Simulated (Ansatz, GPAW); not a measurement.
# STM contrast on Mg/Ti(0001), part 2 of 3

What would a tunnelling microscope show on Mg/Ti(0001)?

GPAW 26.7.0 and Ansatz 0.2.0; Ansatz plane waves; slab in vacuum with a dipole correction, relaxation (the session's first sound run).

So far: Set-up; Relaxation.

## 2. Relaxation (continued)

The valence density, planar mean oscillates, so the rows of the table below give means over windows of 2.32 Å about each position, cut where the curve ends. Its maxima inside the range that stand out by 2 % of the span (Å: e/Å³): 9.0: 1.49, 11.3: 1.49, 13.8: 1.48, 15.9: 1.47, 18.3: 0.455. Its minima: 10.1: 0.191, 12.5: 0.183, 14.8: 0.218, 17.5: 0.0728.

Table of valence density, planar mean by z; means over each step:

| z (Å) | valence density, planar mean (e/Å³) |
| --- | --- |
| 3.48 | 1.7e-5 |
| 5.80 | 0.00309 |
| 8.12 | 0.504 |
| 10.44 | 0.676 |
| 12.76 | 0.649 |
| 15.08 | 0.742 |
| 17.40 | 0.291 |
| 19.72 | 0.0231 |
| 22.04 | 1.6e-4 |
| 24.36 | 0 |

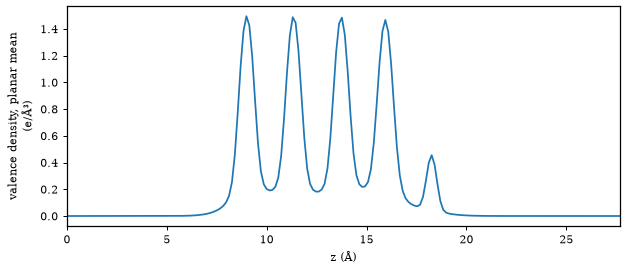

Valence density, planar mean, plotted against z.

The relaxation lowered the energy of the cell by 0.475 eV.

## 3. Plane waves, PBE

With the geometry fixed, the planar mean of the potential gives the vacuum level on each side.

This step: GPAW, PAW setups; slab in vacuum (GPAW 26.7.0).

The input, run.py:

```python
import json
import numpy as np
from ase import Atoms
from ase.dft.stm import STM
from gpaw import GPAW, PW

slab = Atoms(
    ['Ti', 'Ti', 'Ti', 'Ti', 'Ti', 'Ti', 'Ti', 'Ti', 'Ti', 'Ti', 'Ti', 'Ti', 'Ti', 'Ti', 'Ti', 'Ti', 'Mg'],
    positions=[
        [2.95000, 1.70318, 9.00000],
        [-0.00000, 0.00000, 11.34230],
        [2.91591, 1.72296, 13.74942],
        [0.01329, -0.01081, 15.88993],
        [4.42500, 4.25796, 9.00000],
        [1.47500, 2.55477, 11.34230],
        [4.42500, 4.25632, 13.66883],
        [1.47500, 2.55217, 16.09297],
        [5.90000, 1.70318, 9.00000],
        [2.95000, 0.00000, 11.34230],
        [5.93409, 1.72296, 13.74942],
        [2.93671, -0.01081, 15.88993],
        [7.37500, 4.25796, 9.00000],
        [4.42500, 2.55477, 11.34230],
        [7.37500, 4.21493, 13.74630],
        [4.42500, 2.57033, 15.89432],
        [1.47500, -0.84303, 18.25470]],
    cell=[[5.9, 0.0, 0.0], [2.95, 5.10955, 0.0], [0.0, 0.0, 27.8221]],
    pbc=[True, True, False])

slab.calc = GPAW(mode=PW(400), xc='PBE', kpts={'size': (6, 6, 1), 'gamma': True},
                 occupations={'name': 'fermi-dirac', 'width': 0.1}, nbands='140%',
                 convergence={'density': 1e-05}, maxiter=200,
                 poissonsolver={'dipolelayer': 'xy'},
                 symmetry={'tolerance': 1e-3}, txt='slab.txt')
result = {}
energy = slab.get_potential_energy()
fermi = slab.calc.get_fermi_level()
v = slab.calc.get_electrostatic_potential().mean((0, 1)) - fermi
n = slab.calc.get_pseudo_density().mean((0, 1))
L = slab.cell[2, 2]
z = np.arange(len(v)) * L / len(v)
low, high = slab.positions[:, 2].min(), slab.positions[:, 2].max()
below, above = np.interp([low - 6.8, high + 6.8], z, v)
slopes = [np.interp(x, z, np.gradient(v, z)) for x in (low - 6.8, high + 6.8)]
eps = np.array([[slab.calc.get_eigenvalues(k, s) for k in range(len(slab.calc.get_ibz_k_points()))]
                for s in range(slab.calc.get_number_of_spins())]) - fermi
top, bottom = eps[eps < 0].max(), eps[eps > 0].min()
dipole = slab.get_dipole_moment()[2]
print(f'energy {energy:.4f} eV, Fermi level {fermi:.4f} eV, dipole {dipole:.5f} e A')
print(f'potential 6.8 A off the faces, from the Fermi level: lower {below:.4f} eV, upper {above:.4f} eV')
print(f'slope of the potential there: lower {slopes[0]:.5f}, upper {slopes[1]:.5f} eV/A')
print(f'nearest levels on the mesh: {top:.4f} and {bottom:.4f} eV')
print('magnetic moment', round(slab.get_magnetic_moment(), 3))
result.update(energy=energy, fermi=fermi, dipole=dipole, below=below, above=above, slopes=slopes, edges=[top, bottom],
              z=z.tolist(), v=v.tolist(), n=n.tolist(), positions=slab.positions.tolist(),
              forces=slab.get_forces(apply_constraint=False).tolist(), moments=slab.get_magnetic_moments().tolist())

# Images need the states of the whole zone, up to time reversal
slab.calc = slab.calc.fixed_density(symmetry={'point_group': False}, txt='states.txt',
                                    convergence={'bands': 'CBM+1.8'})
stm = STM(slab)
result['stm'] = []
for bias in [-2.0, -1.0, 1.5]:
    height = high + 4.0
    current = stm.get_averaged_current(bias, height)
    x, y, h = stm.scan(bias, current)
    i, f = divmod(height / L * stm.ldos.shape[2], 1)
    I = abs((1 - f) * stm.ldos[:, :, int(i)] + f * stm.ldos[:, :, int(i) + 1])
    print(f'bias {bias} V: mean current at 4.0 A {current:.4e}, corrugation {np.ptp(h):.4f} A')
    result['stm'].append(dict(bias=bias, current=current, h=(h - high).tolist(), I=I.tolist()))
json.dump(result, open('result.json', 'w'))
```

The run is started by

```console
> OMP_NUM_THREADS=1 OPENBLAS_NUM_THREADS=1 python run.py
```

Numbers of over 12 decimals in the logs are rounded to 6 here.

Output:

```text
energy -100.0383 eV, Fermi level 0.6419 eV, dipole 0.22888 e A
potential 6.8 A off the faces, from the Fermi level: lower 4.4158 eV, upper 3.0424 eV
slope of the potential there: lower 0.00013, upper 0.00055 eV/A
nearest levels on the mesh: -0.0002 and 0.0001 eV
magnetic moment 0.0
bias -2.0 V: mean current at 4.0 A 1.9537e-05, corrugation 0.6497 A
bias -1.0 V: mean current at 4.0 A 1.2690e-05, corrugation 0.5972 A
bias 1.5 V: mean current at 4.0 A 2.8316e-04, corrugation 1.0520 A
```

Wall time 1.8 h (1 thread of Arm Neoverse V1, shared host); peak memory 2.2 GiB.

This step gave:

```yaml
dipole_along_the_normal: 0.2289 e·Å
levels_nearest_the_fermi_level_on_the_mesh: -2.25e-4, 6.84e-5 eV from the Fermi level
lower_work_function: 4.416 eV
corrugation_minus_2: 0.6497 Å
corrugation_minus_1: 0.5972 Å
corrugation_1p5: 1.052 Å
```

The electrostatic potential energy of an electron (without an applied field's), less the Fermi level, planar mean oscillates, so the rows of the table below give means over windows of 2.37 Å about each position, cut where the curve ends. Its maxima inside the range that stand out by 2 % of the span (Å: eV): 1.5: 4.42, 10.2: -0.196, 12.6: -0.147, 14.8: -1.15, 17.5: 1.59. Its minima: 9.0: -19.6, 11.3: -19.5, 13.7: -19.3, 16.0: -19.0, 18.2: -0.338.

Electrostatic potential energy of an electron (without an applied field's), less the Fermi level, planar mean against z; means over each step:

| z (Å) | electrostatic potential energy of an electron (without an applied field's), less the Fermi level, planar mean (eV) |
| --- | --- |
| 1.19 | 4.36 |
| 3.56 | 4.41 |
| 5.93 | 4.26 |
| 8.29 | -6.63 |
| 10.67 | -8.25 |
| 13.04 | -8.11 |
| 15.41 | -8.82 |
| 17.77 | 0.120 |
| 20.14 | 2.72 |
| 22.52 | 3.04 |
| 24.89 | 3.04 |
| 27.25 | 3.08 |

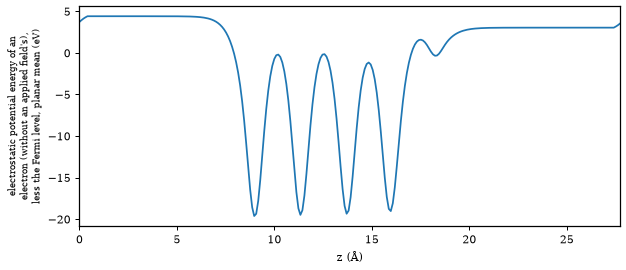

Electrostatic potential energy of an electron (without an applied field's), less the Fermi level, planar mean, plotted against z.

The pseudo valence density, planar mean oscillates, so the rows of the table below give means over windows of 2.37 Å about each position, cut where the curve ends. Its maxima inside the range that stand out by 2 % of the span (Å: e/Å³): 9.1: 1.59, 11.3: 1.62, 13.8: 1.57, 15.9: 1.54, 18.3: 0.437. Its minima: 10.1: 0.193, 12.6: 0.181, 14.8: 0.217, 17.5: 0.0744.

Pseudo valence density, planar mean against z; means over each step:

| z (Å) | pseudo valence density, planar mean (e/Å³) |
| --- | --- |
| 3.56 | 2.2e-5 |
| 5.93 | 0.00426 |
| 8.29 | 0.574 |
| 10.67 | 0.676 |
| 13.04 | 0.672 |
| 15.41 | 0.700 |
| 17.77 | 0.195 |
| 20.14 | 0.00619 |
| 22.52 | 6.4e-5 |

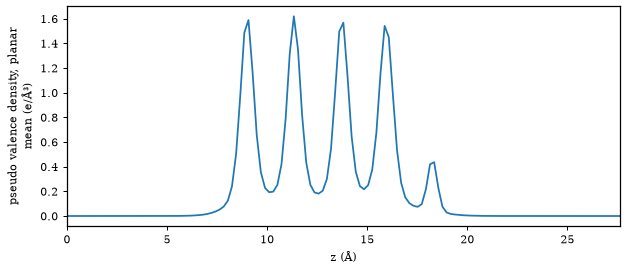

Pseudo valence density, planar mean, plotted against z.

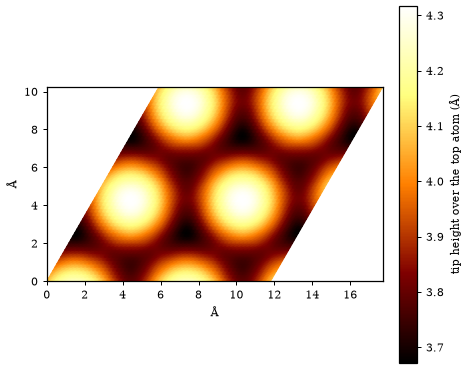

Tip height over the top atom over a1 and a2. Sample bias -2 V, constant current at the mean current 4.0 Å over the top atom. The cell is repeated, with its origin at the lower left corner.

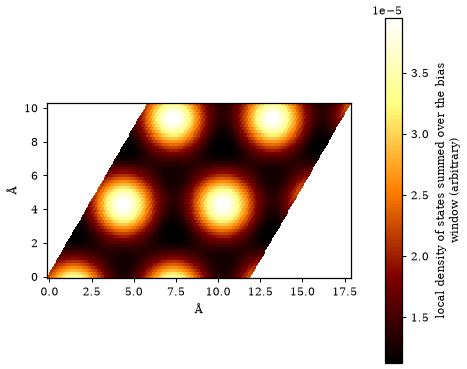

Local density of states summed over the bias window over a1 and a2. Sample bias -2 V, constant height 4.0 Å over the top atom. The cell is repeated, with its origin at the lower left corner.

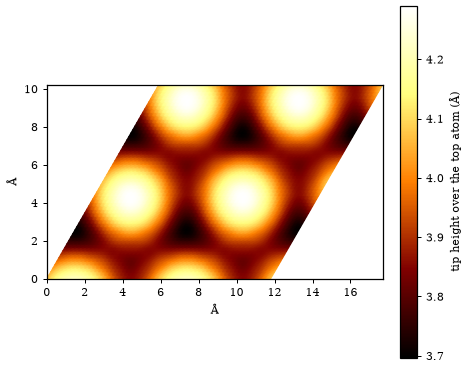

Tip height over the top atom over a1 and a2. Sample bias -1 V, constant current at the mean current 4.0 Å over the top atom. The cell is repeated, with its origin at the lower left corner.

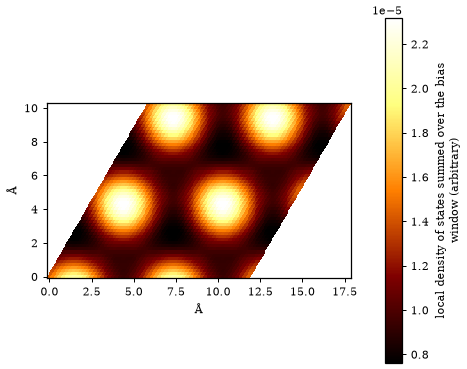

Local density of states summed over the bias window over a1 and a2. Sample bias -1 V, constant height 4.0 Å over the top atom. The cell is repeated, with its origin at the lower left corner.

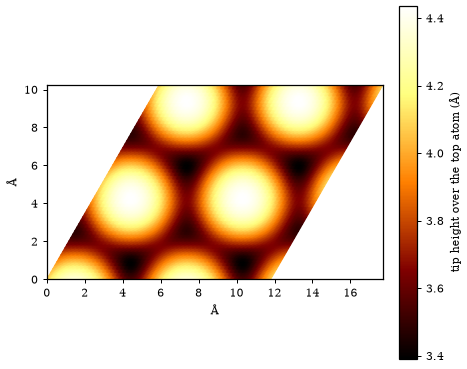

Tip height over the top atom over a1 and a2. Sample bias 1.5 V, constant current at the mean current 4.0 Å over the top atom. The cell is repeated, with its origin at the lower left corner.

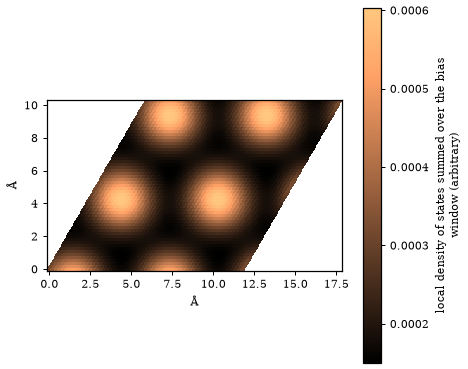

Local density of states summed over the bias window over a1 and a2. Sample bias 1.5 V, constant height 4.0 Å over the top atom. The cell is repeated, with its origin at the lower left corner.

Force by atom:

| atom | x (eV/Å) | y (eV/Å) | z (eV/Å) | size |
| --- | --- | --- | --- | --- |
| Ti1 | 0.014 | -0.009 | 0.567 | 0.567 |
| Ti2 | -0.053 | 0.031 | -0.623 | 0.626 |
| Ti3 | -0.001 | -0.004 | -0.012 | 0.013 |
| Ti4 | 0.000 | 0.002 | 0.022 | 0.022 |
| Ti5 | 0.000 | 0.001 | 0.537 | 0.537 |
| Ti6 | 0.000 | -0.003 | -0.434 | 0.434 |
| Ti7 | 0.000 | 0.002 | 0.001 | 0.003 |
| Ti8 | 0.000 | 0.001 | 0.017 | 0.017 |
| Ti9 | -0.014 | -0.009 | 0.567 | 0.567 |
| Ti10 | 0.053 | 0.031 | -0.623 | 0.626 |
| Ti11 | 0.001 | -0.004 | -0.012 | 0.013 |
| Ti12 | 0.000 | 0.002 | 0.022 | 0.022 |
| Ti13 | 0.000 | 0.017 | 0.566 | 0.567 |
| Ti14 | 0.000 | -0.061 | -0.619 | 0.622 |
| Ti15 | 0.000 | 0.004 | -0.005 | 0.007 |
| Ti16 | 0.000 | -0.001 | 0.019 | 0.019 |
| Mg17 | 0.000 | 0.001 | 0.006 | 0.006 |

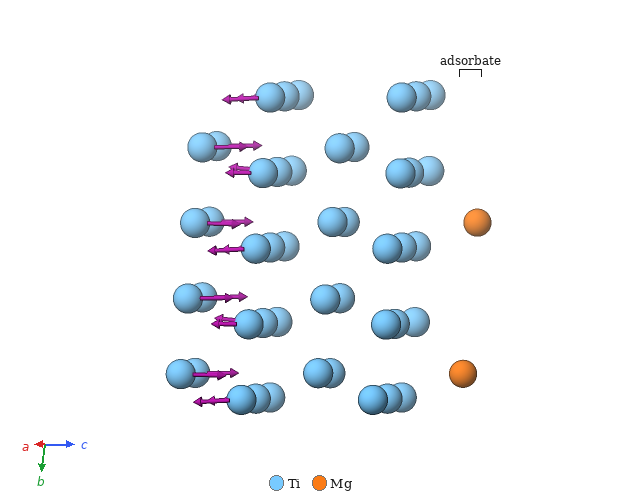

Force as arrows, the longest 0.626 eV/Å. 1×2×1 cells are drawn. Some periodic images of atoms are drawn too.

The potential is flat to 5.5e-4 eV/Å where it is read, so the vacuum is wide enough. The geometry is the other program's minimum; here the largest force on a free atom is 0.022 eV/Å.

[end of part 2 of 3]

[Logs are printed without paths, hosts, clocks, repeated set-up lines and the standing remarks that a program may print on its own settings, such as how far it seeks lower states.]

[Hosts, paths, dates, database ids (printed as entryN), source tags and the programs' standing remarks are cut or masked in the printed files.]
